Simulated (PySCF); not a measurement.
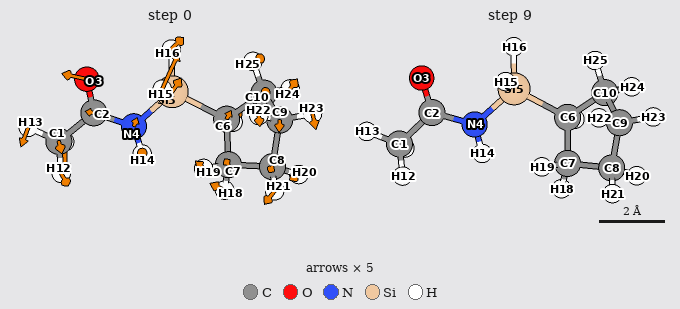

The structure of C7H15NOSi before (left) and after (right) a relaxation, at one scale. The orange arrows give the displacements, 5 times their true length.

The picture is a ball-and-stick view, seen from a free direction.

The start comes from GFN2-xTB. Its atoms were then displaced at random by about 0.01 Å.

These are results of PySCF, PBE0-D3(BJ)/def2-SVP geometry optimisation, gas phase, not measurements. 

Q: Describe what moved and what it gained.

A: An H atom moves most after the best rigid fit: 0.26 Å. Largest moves by element: H 0.26 Å, O 0.20 Å, Si 0.13 Å, C 0.10 Å, N 0.07 Å. Some distances before and after: O–Si 2.667 → 2.876 Å, C–N 1.309 → 1.368 Å, H–Si 1.449 → 1.493 Å, C–C 1.541 → 1.510 Å. Bond angles that change, for instance: C–N–Si 114.0° → 118.6°, C–N–H 122.9° → 118.5°, H–Si–H 113.7° → 109.9°. The energy falls by 6.71 kcal/mol in 9 geometry steps.
